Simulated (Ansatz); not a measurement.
**GaH3O: nudged elastic band (part 1 of 2)**

The run: nudged elastic band of GaH3O. Method and program: RKS PBE/def2-TZVP (Ansatz 0.2.0).

The run did not end well. One setting was made poor on purpose. It belongs to a series of runs on one base structure; here: band between the two ends.

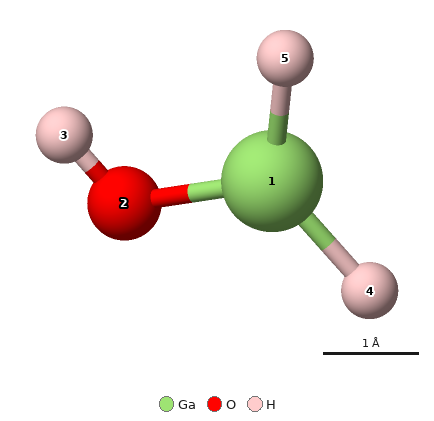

The structure as given in the input (ball-and-stick view, seen at a tilt; atoms are numbered from 1 in the order of the input). Sticks mark near contacts. Bond lengths as drawn: Ga–H 1.56 to 1.57 Å, Ga–O 1.81 Å and H–O 0.97 Å.

### The input
```yaml
crystal:
  periodic: [false, false, false]
  atoms:
    - { symbol: Ga, position_ang: [0.487892, -0.000486, 0.016594] }
    - { symbol: O, position_ang: [0.794785, -0.160169, 1.792819] }
    - { symbol: H, position_ang: [-0.028102, -0.234731, 2.304314] }
    - { symbol: H, position_ang: [1.801469, 0.132108, -0.820866] }
    - { symbol: H, position_ang: [-1.010744, -0.018122, -0.46446] }
basis:
  gaussian: { orbitals: def2-TZVP }
hamiltonian:
  xc: pbe
neb:
  order_check: false
  images: 5
  f_tol: 0.03
  max_iterations: 60
  max_displacement: 0.02
  optimiser: lbfgs
  final_atoms:
    - { symbol: Ga, position_ang: [-0.28805744, 0.89117786, -0.68536057] }
    - { symbol: O, position_ang: [1.17467393, 0.10090856, 1.15534543] }
    - { symbol: H, position_ang: [0.36897444, -0.4726071, 1.19645283] }
    - { symbol: H, position_ang: [1.91476912, -0.4761502, 0.89837011] }
    - { symbol: H, position_ang: [-1.12506005, -0.32472913, 0.2635932] }
  initial_path:
    images:
      - { positions_ang: [[0.487892, -0.000486, 0.016594], [0.794785, -0.160169, 1.792819], [-0.028102, -0.234731, 2.304314], [1.801469, 0.132108, -0.820866], [-1.010744, -0.018122, -0.46446]] }
      - { positions_ang: [[0.32490333, 0.00030262, 0.01138562], [0.957521, -0.10846314, 1.70227641], [0.105136, -0.24831833, 2.15696178], [1.7858802, 0.08290124, -0.47257329], [-1.12814053, -0.0078224, -0.56964951]] }
      - { positions_ang: [[0.16191466, 0.00109125, 0.00617723], [1.12025699, -0.05675728, 1.61173381], [0.238374, -0.26190565, 2.00960956], [1.7702914, 0.03369447, -0.12428059], [-1.24553706, 0.00247721, -0.67483902]] }
      - { positions_ang: [[-0.00107401, 0.00187987, 0.00096885], [1.28299299, -0.00505142, 1.52119122], [0.371612, -0.27549298, 1.86225734], [1.7547026, -0.01551229, 0.22401212], [-1.36293358, 0.01277681, -0.78002853]] }
      - { positions_ang: [[-0.09673515, 0.29831253, -0.22780762], [1.24688664, 0.03026858, 1.39924262], [0.37073281, -0.34119768, 1.64032251], [1.80805811, -0.16905826, 0.44879812], [-1.28364241, -0.09972517, -0.43215462]] }
      - { positions_ang: [[-0.19239629, 0.5947452, -0.4565841], [1.21078028, 0.06558857, 1.27729402], [0.36985363, -0.40690239, 1.41838767], [1.86141361, -0.32260423, 0.67358411], [-1.20435123, -0.21222715, -0.08428071]] }
      - { positions_ang: [[-0.28805744, 0.89117786, -0.68536057], [1.17467393, 0.10090856, 1.15534543], [0.36897444, -0.4726071, 1.19645283], [1.91476912, -0.4761502, 0.89837011], [-1.12506005, -0.32472913, 0.2635932]] }
```

Run on 2 threads of AMD EPYC (Zen 5), 32 GiB of memory available, shared host.

Run as:
```bash
ansatz run input.yaml --threads 2 --pin off --max-ram 3072MiB --backend cpu --events-out ev --progress --plain --runs-dir out
```

### Log
```
Engine: ansatz 0.2.0, x86_64-unknown-linux-gnu
Functional definition: PBE
  parameter kappa = 0.804
  parameter beta = 0.06672455060314922
  exchange = pbe_x(kappa = kappa, mu = beta*pi^2/3)
  correlation = pbe_c(beta = beta)
651 factors; their error is unknown
mean field evaluation 1: about -54456.5784 eV, gradient 7.4e1 eV
mean field evaluation 2: about -54363.1664 eV, gradient 1.9e2 eV
mean field evaluation 4: about -54464.5269 eV, gradient 2.1e1 eV
mean field evaluation 8: about -54464.9337 eV, gradient 7.5e-2 eV
mean field evaluation 16: about -54464.9221 eV, gradient 3.4e-5 eV
mean field -54464.92205324 eV, -2001.5489678066 hartree, gradient 3.4e-5 eV, S^2 0.000000; 0 other end points of the search recorded, 0 dependent functions left out
the calculation of the forces begins
reference -54464.92208884 eV, -2001.5489691146 hartree; 21, 21 occupied and 76, 76 virtual orbitals, 651 factors
651 factors; their error is unknown
mean field evaluation 32: about -54463.9519 eV, gradient 3.8e-5 eV
mean field -54463.95192359 eV, -2001.5133161993 hartree, gradient 3.8e-5 eV, S^2 0.000000; 0 other end points of the search recorded, 0 dependent functions left out
[... from here on the field's lines of each further geometry are left out, up to the last ...]
NEB iter   1: max|band force component| = 9.077e0 eV/Å  barrier→ = 4.5417 eV  barrier← = 3.5716 eV  Δτ_max = 0.0200 Å  (203 SCF iters)
NEB iter   2: max|band force component| = 7.637e0 eV/Å  barrier→ = 4.2498 eV  barrier← = 3.2797 eV  Δτ_max = 0.0200 Å  (150 SCF iters)
NEB iter   3: max|band force component| = 6.435e0 eV/Å  barrier→ = 4.0986 eV  barrier← = 3.1284 eV  Δτ_max = 0.0200 Å  (150 SCF iters)
NEB iter   4: max|band force component| = 5.730e0 eV/Å  barrier→ = 3.9576 eV  barrier← = 2.9874 eV  Δτ_max = 0.0200 Å  (150 SCF iters)
NEB iter   5: max|band force component| = 5.239e0 eV/Å  barrier→ = 3.8255 eV  barrier← = 2.8554 eV  Δτ_max = 0.0200 Å  (151 SCF iters)
NEB iter   6: max|band force component| = 4.858e0 eV/Å  barrier→ = 3.7003 eV  barrier← = 2.7302 eV  Δτ_max = 0.0200 Å  (149 SCF iters)
NEB iter   7: max|band force component| = 4.530e0 eV/Å  barrier→ = 3.5816 eV  barrier← = 2.6114 eV  Δτ_max = 0.0200 Å  (149 SCF iters)
NEB iter   8: max|band force component| = 4.239e0 eV/Å  barrier→ = 3.4686 eV  barrier← = 2.4985 eV  Δτ_max = 0.0200 Å  (148 SCF iters)
NEB iter   9: max|band force component| = 3.954e0 eV/Å  barrier→ = 3.3606 eV  barrier← = 2.3905 eV  Δτ_max = 0.0200 Å  (148 SCF iters)
NEB iter  10: max|band force component| = 3.692e0 eV/Å  barrier→ = 3.2570 eV  barrier← = 2.2869 eV  Δτ_max = 0.0200 Å  (145 SCF iters)
NEB iter  11: max|band force component| = 3.428e0 eV/Å  barrier→ = 3.1573 eV  barrier← = 2.1872 eV  Δτ_max = 0.0200 Å  (143 SCF iters)
NEB iter  12: max|band force component| = 3.175e0 eV/Å  barrier→ = 3.0612 eV  barrier← = 2.0911 eV  Δτ_max = 0.0200 Å  (145 SCF iters)
NEB iter  13: max|band force component| = 2.929e0 eV/Å  barrier→ = 2.9675 eV  barrier← = 1.9973 eV  Δτ_max = 0.0200 Å  (144 SCF iters)
NEB iter  14: max|band force component| = 2.696e0 eV/Å  barrier→ = 2.8763 eV  barrier← = 1.9062 eV  Δτ_max = 0.0200 Å  (142 SCF iters)
NEB iter  15: max|band force component| = 2.485e0 eV/Å  barrier→ = 2.7887 eV  barrier← = 1.8186 eV  Δτ_max = 0.0200 Å  (146 SCF iters)
NEB iter  16: max|band force component| = 2.284e0 eV/Å  barrier→ = 2.7080 eV  barrier← = 1.7379 eV  Δτ_max = 0.0200 Å  (145 SCF iters)
NEB iter  17: max|band force component| = 2.092e0 eV/Å  barrier→ = 2.6345 eV  barrier← = 1.6644 eV  Δτ_max = 0.0200 Å  (145 SCF iters)
NEB iter  18: max|band force component| = 1.923e0 eV/Å  barrier→ = 2.5692 eV  barrier← = 1.5990 eV  Δτ_max = 0.0200 Å  (145 SCF iters)
NEB iter  19: max|band force component| = 1.758e0 eV/Å  barrier→ = 2.5093 eV  barrier← = 1.5392 eV  Δτ_max = 0.0200 Å  (146 SCF iters)
NEB iter  20: max|band force component| = 1.598e0 eV/Å  barrier→ = 2.4551 eV  barrier← = 1.4849 eV  Δτ_max = 0.0200 Å  (146 SCF iters)
NEB iter  21: max|band force component| = 1.456e0 eV/Å  barrier→ = 2.4068 eV  barrier← = 1.4367 eV  Δτ_max = 0.0200 Å  (146 SCF iters)
NEB iter  22: max|band force component| = 1.310e0 eV/Å  barrier→ = 2.3649 eV  barrier← = 1.3947 eV  Δτ_max = 0.0200 Å  (146 SCF iters)
NEB iter  23: max|band force component| = 1.165e0 eV/Å  barrier→ = 2.3266 eV  barrier← = 1.3565 eV  Δτ_max = 0.0200 Å  (144 SCF iters)
NEB iter  24: max|band force component| = 1.033e0 eV/Å  barrier→ = 2.2945 eV  barrier← = 1.3244 eV  Δτ_max = 0.0200 Å  (145 SCF iters)
NEB iter  25: max|band force component| = 9.120e-1 eV/Å  barrier→ = 2.2695 eV  barrier← = 1.2994 eV  Δτ_max = 0.0200 Å  (144 SCF iters)
NEB iter  26: max|band force component| = 7.840e-1 eV/Å  barrier→ = 2.2474 eV  barrier← = 1.2772 eV  Δτ_max = 0.0200 Å  (144 SCF iters)
NEB iter  27: max|band force component| = 6.688e-1 eV/Å  barrier→ = 2.2350 eV  barrier← = 1.2649 eV  Δτ_max = 0.0200 Å  (144 SCF iters)
NEB iter  28: max|band force component| = 5.615e-1 eV/Å  barrier→ = 2.2239 eV  barrier← = 1.2538 eV  Δτ_max = 0.0200 Å  (143 SCF iters)
NEB iter  29: max|band force component| = 8.232e-1 eV/Å  barrier→ = 2.2188 eV  barrier← = 1.2487 eV  CI = image 3  Δτ_max = 0.0120 Å  (143 SCF iters)
NEB iter  30: max|band force component| = 6.926e-1 eV/Å  barrier→ = 2.2289 eV  barrier← = 1.2587 eV  CI = image 3  Δτ_max = 0.0200 Å  (149 SCF iters)
NEB iter  31: max|band force component| = 5.189e-1 eV/Å  barrier→ = 2.2451 eV  barrier← = 1.2750 eV  CI = image 3  Δτ_max = 0.0200 Å  (147 SCF iters)
NEB iter  32: max|band force component| = 4.372e-1 eV/Å  barrier→ = 2.2563 eV  barrier← = 1.2862 eV  CI = image 3  Δτ_max = 0.0200 Å  (148 SCF iters)
NEB iter  33: max|band force component| = 4.033e-1 eV/Å  barrier→ = 2.2621 eV  barrier← = 1.2920 eV  CI = image 3  Δτ_max = 0.0200 Å  (146 SCF iters)
NEB iter  34: max|band force component| = 3.928e-1 eV/Å  barrier→ = 2.2615 eV  barrier← = 1.2913 eV  CI = image 3  Δτ_max = 0.0200 Å  (147 SCF iters)
NEB iter  35: max|band force component| = 3.356e-1 eV/Å  barrier→ = 2.2573 eV  barrier← = 1.2872 eV  CI = image 3  Δτ_max = 0.0200 Å  (149 SCF iters)
NEB iter  36: max|band force component| = 3.570e-1 eV/Å  barrier→ = 2.2514 eV  barrier← = 1.2813 eV  CI = image 3  Δτ_max = 0.0061 Å  (147 SCF iters)
NEB iter  37: max|band force component| = 2.563e-1 eV/Å  barrier→ = 2.2502 eV  barrier← = 1.2801 eV  CI = image 3  Δτ_max = 0.0127 Å  (151 SCF iters)
NEB iter  38: max|band force component| = 3.755e-1 eV/Å  barrier→ = 2.2499 eV  barrier← = 1.2797 eV  CI = image 3  Δτ_max = 0.0060 Å  (150 SCF iters)
NEB iter  39: max|band force component| = 2.136e-1 eV/Å  barrier→ = 2.2490 eV  barrier← = 1.2789 eV  CI = image 3  Δτ_max = 0.0042 Å  (149 SCF iters)
NEB iter  40: max|band force component| = 2.554e-1 eV/Å  barrier→ = 2.2489 eV  barrier← = 1.2787 eV  CI = image 3  Δτ_max = 0.0040 Å  (150 SCF iters)
NEB iter  41: max|band force component| = 1.484e-1 eV/Å  barrier→ = 2.2483 eV  barrier← = 1.2782 eV  CI = image 3  Δτ_max = 0.0062 Å  (151 SCF iters)
NEB iter  42: max|band force component| = 2.792e-1 eV/Å  barrier→ = 2.2479 eV  barrier← = 1.2778 eV  CI = image 3  Δτ_max = 0.0043 Å  (150 SCF iters)
NEB iter  43: max|band force component| = 1.609e-1 eV/Å  barrier→ = 2.2472 eV  barrier← = 1.2771 eV  CI = image 3  Δτ_max = 0.0035 Å  (144 SCF iters)
NEB iter  44: max|band force component| = 2.023e-1 eV/Å  barrier→ = 2.2468 eV  barrier← = 1.2767 eV  CI = image 3  Δτ_max = 0.0032 Å  (140 SCF iters)
NEB iter  45: max|band force component| = 1.227e-1 eV/Å  barrier→ = 2.2463 eV  barrier← = 1.2761 eV  CI = image 3  Δτ_max = 0.0051 Å  (141 SCF iters)
NEB iter  46: max|band force component| = 2.331e-1 eV/Å  barrier→ = 2.2458 eV  barrier← = 1.2756 eV  CI = image 3  Δτ_max = 0.0036 Å  (148 SCF iters)
NEB iter  47: max|band force component| = 1.339e-1 eV/Å  barrier→ = 2.2451 eV  barrier← = 1.2750 eV  CI = image 3  Δτ_max = 0.0031 Å  (144 SCF iters)
NEB iter  48: max|band force component| = 1.712e-1 eV/Å  barrier→ = 2.2448 eV  barrier← = 1.2746 eV  CI = image 3  Δτ_max = 0.0028 Å  (133 SCF iters)
NEB iter  49: max|band force component| = 1.079e-1 eV/Å  barrier→ = 2.2443 eV  barrier← = 1.2742 eV  CI = image 3  Δτ_max = 0.0044 Å  (143 SCF iters)
NEB iter  50: max|band force component| = 2.039e-1 eV/Å  barrier→ = 2.2439 eV  barrier← = 1.2737 eV  CI = image 3  Δτ_max = 0.0031 Å  (149 SCF iters)
NEB iter  51: max|band force component| = 1.165e-1 eV/Å  barrier→ = 2.2433 eV  barrier← = 1.2732 eV  CI = image 3  Δτ_max = 0.0028 Å  (145 SCF iters)
NEB iter  52: max|band force component| = 1.509e-1 eV/Å  barrier→ = 2.2430 eV  barrier← = 1.2729 eV  CI = image 3  Δτ_max = 0.0026 Å  (133 SCF iters)
NEB iter  53: max|band force component| = 9.751e-2 eV/Å  barrier→ = 2.2426 eV  barrier← = 1.2724 eV  CI = image 3  Δτ_max = 0.0039 Å  (142 SCF iters)
NEB iter  54: max|band force component| = 1.811e-1 eV/Å  barrier→ = 2.2422 eV  barrier← = 1.2721 eV  CI = image 3  Δτ_max = 0.0027 Å  (150 SCF iters)
NEB iter  55: max|band force component| = 1.041e-1 eV/Å  barrier→ = 2.2417 eV  barrier← = 1.2716 eV  CI = image 3  Δτ_max = 0.0027 Å  (135 SCF iters)
NEB iter  56: max|band force component| = 1.411e-1 eV/Å  barrier→ = 2.2415 eV  barrier← = 1.2714 eV  CI = image 3  Δτ_max = 0.0025 Å  (133 SCF iters)
NEB iter  57: max|band force component| = 8.910e-2 eV/Å  barrier→ = 2.2411 eV  barrier← = 1.2710 eV  CI = image 3  Δτ_max = 0.0036 Å  (143 SCF iters)
NEB iter  58: max|band force component| = 1.615e-1 eV/Å  barrier→ = 2.2408 eV  barrier← = 1.2707 eV  CI = image 3  Δτ_max = 0.0025 Å  (134 SCF iters)
NEB iter  59: max|band force component| = 9.442e-2 eV/Å  barrier→ = 2.2404 eV  barrier← = 1.2703 eV  CI = image 3  Δτ_max = 0.0026 Å  (133 SCF iters)
the calculation of the forces begins
reference -54463.75241543 eV, -2001.5059844098 hartree; 21, 21 occupied and 76, 76 virtual orbitals, 651 factors
these checks for a lower state are left out or cut short: starts, cluster_reference, orbital_swaps, neighbouring_geometries, increment
651 factors; their error is unknown
mean field -54463.90290493 eV, -2001.5115147967 hartree, gradient 1.5e-5 eV, S^2 0.000000; 0 other end points of the search recorded, 0 dependent functions left out
the calculation of the forces begins
reference -54463.90293758 eV, -2001.5115159967 hartree; 21, 21 occupied and 76, 76 virtual orbitals, 651 factors
NEB iter  60: max|band force component| = 1.337e-1 eV/Å  barrier→ = 2.2402 eV  barrier← = 1.2701 eV  CI = image 3  Δτ_max = 0.0024 Å  (133 SCF iters)
```
